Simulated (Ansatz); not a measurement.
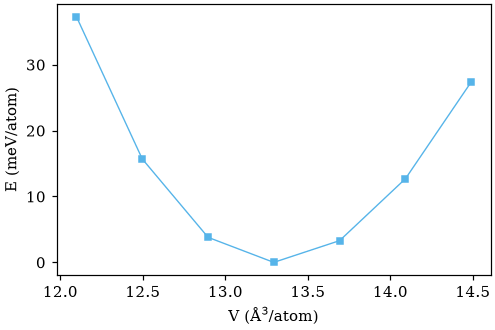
Figure: Mg$_{2}$C (anti-fluorite, space group No. 225) under volume change, plane-wave PAW PBEsol (Ansatz code), scaled uniformly.

Task: What does a third-order Birch–Murnaghan fit give for V₀, B₀ and B′?

Result: V₀ = 13.30 Å³/atom, B₀ = 94.5 GPa, B′ = 4.0.

Space group Fm-3m (anti-fluorite). A made-up cell: these elements were put on the sites of a structure type; neither database checked (COD, Materials Project) lists it. Whether it is the stable phase at ambient conditions was not checked. The PBEsol relaxation kept the symmetry of its start; phonons on a q-mesh show no instability.

Potentials: the later of the program's two PAW sets.
